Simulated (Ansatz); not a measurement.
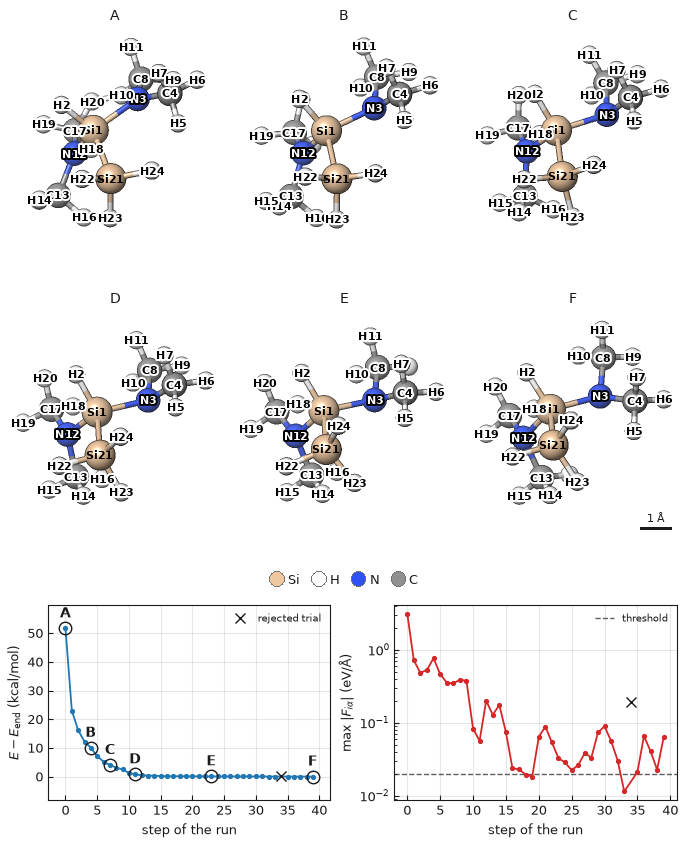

Frames of a relaxation of C4H16N2Si2, marked on the history of the run. Style: ball-and-stick. Shown from a free direction.

The run prepares the start of a later molecular dynamics calculation, from a guessed geometry.

Computed with Ansatz 0.2.0, RKS PBE0/STO-3G. Set-up: no spin polarisation; force threshold 0.02 eV/Å; at most 40 steps.

> What happens along the run?

The relaxation stopped without meeting its thresholds, so the last structure isn't shown to be converged. It used up its limit of 40 steps. The energy falls by 51.6 kcal/mol in 38 accepted moves (39 points after the start). The largest force component goes from 3.1 to 0.063 eV/Å. The line search rejected the trial step at point 34 of the run. The forces were under the threshold at step 18, but the run went on from there. The atom that moves furthest after the best rigid fit is H24 (1.90 Å). Largest moves by element: H 1.90 Å, C 0.94 Å, Si 0.82 Å, N 0.60 Å. Among the contacts that change: H10–H20 1.021 → 2.914 Å, Si1–N12 1.819 → 1.770 Å, Si1–N3 1.820 → 1.779 Å, Si1–Si21 2.218 → 2.256 Å. Bond angles that change, for instance: C13–N12–C17 120.0° → 110.1°, C4–N3–C8 120.0° → 110.6°, H2–Si1–N12 109.5° → 103.6°. Groups turn about Si1–Si21 by about 55°. The run took 6.8 min on 1 thread of Intel(R) Xeon(R) Processor @ 2.70GHz, with other jobs on the host, peak memory 0.21 GiB. From step 0 to 4: H20 moves most (0.65 Å), energy −41.6 kcal/mol. From step 4 to 7: H24 moves most (0.59 Å), energy −6.01 kcal/mol. From step 7 to 11: H14 moves most (0.77 Å), energy −3.24 kcal/mol. From step 11 to 23: H24 moves most (0.52 Å), energy −0.69 kcal/mol. From step 23 to 39: H10 moves most (0.72 Å), energy −0.09 kcal/mol.

Limits of the set-up: STO-3G is a minimal basis, so the numbers are rough.
